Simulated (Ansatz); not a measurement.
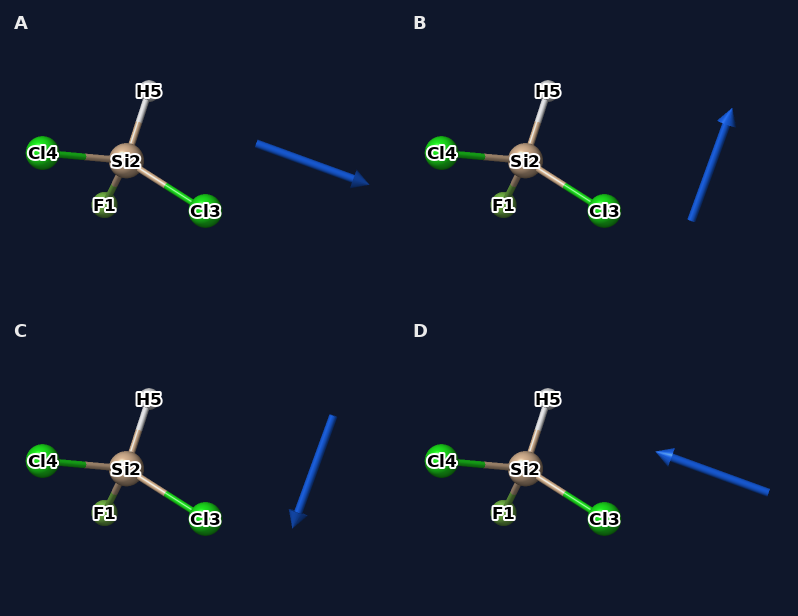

The same molecule four times, each with an arrow. The geometry was computed by an optimisation with PBE0-D4/def2-TZVP. No frequency run is at hand to confirm it as a minimum. Properties computed with RKS PBE0-D4/def2-TZVP (Ansatz 0.2.0).

Which arrow points along the dipole moment, from the negative to the positive end?

Answer. B. The dipole moment is 1.01 D; it points from the side of F1 to the side of H5 (the outermost atoms at the two ends).
